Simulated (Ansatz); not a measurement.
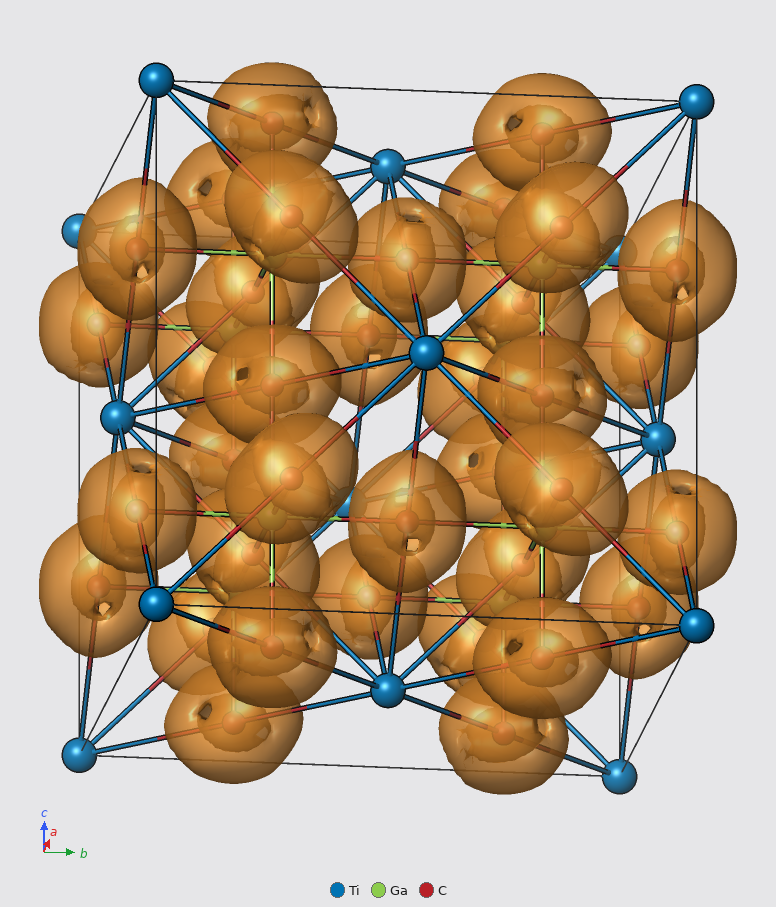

TiGa₂C₆. Isosurface of the ELF at 0.7 (orange), seen at an oblique angle. Only the valence region is drawn (cores and ρ < 0.01 e/Å³ removed). Sticks mark near contacts.

Space group Fm-3m; a structure generated by program, which may or may not match a known phase; computed without spin polarisation.

Computed with DFT PBE, scalar-relativistic, plane waves, PAW in Ansatz.

In a PAW calculation such maps are meaningful between the atoms, not at the nuclei.

The calculation's input:

```
crystal:
  lattice:
    - [0.0, 3.9356917208, 3.9356917208]
    - [3.9356917208, 0.0, 3.9356917208]
    - [3.9356917208, 3.9356917208, 0.0]
  atoms:
    - { symbol: Ti, position: [0.0, 0.0, 0.0] }
    - { symbol: Ga, position: [0.25, 0.25, 0.25] }
    - { symbol: Ga, position: [0.75, 0.75, 0.75] }
    - { symbol: C, position: [0.5, 0.0, 0.0] }
    - { symbol: C, position: [0.0, 0.5, 0.5] }
    - { symbol: C, position: [0.0, 0.5, 0.0] }
    - { symbol: C, position: [0.5, 0.0, 0.5] }
    - { symbol: C, position: [0.0, 0.0, 0.5] }
    - { symbol: C, position: [0.5, 0.5, 0.0] }
basis:
  ecutwfc: 420
kpoints:
  mp_grid: { grid: [8, 8, 8] }
hamiltonian:
  xc: pbe
scf:
  occupations: { method: gaussian, width: 0.1 }
output:
  forces: true
  stress: true
  eigenvalues: true
  write_density: true
  write_potential: true
  elf: true
  volumetric_format: npy
relax:
  adjacent_minimum: "off"
  f_tol: 0.01
  max_steps: 80
  cell: { stress_tol: 0.05 }
```

Run with:

```sh
ansatz run input.yaml --threads 1 --pin off --max-ram 2048MiB --backend cpu --events-out ev --progress --plain --runs-dir out
```

Below, planes, directions and counts refer to the conventional cell (a = 7.88 Å, b = 7.88 Å, c = 7.88 Å, α = 90.00°, β = 90.00°, γ = 90.00°).

The fields are those of the relaxed geometry.

What do the ELF domains correspond to?

Answer. At this value the surface marks out 24 regions wrapped around C (the valence shell of each), counted in one cell of 36 atoms. Regions shared between cells count once. Profiles from the grid: Ga–C (1.97 Å): the ELF peaks at about 0.85 in the valence shell of C, 0.6 Å from its nucleus, and is about 0.45 at the midpoint. Ti–C (2.79 Å): the ELF peaks at about 0.85 in the valence shell of C, 0.7 Å from its nucleus, and is about 0.25 at the midpoint.
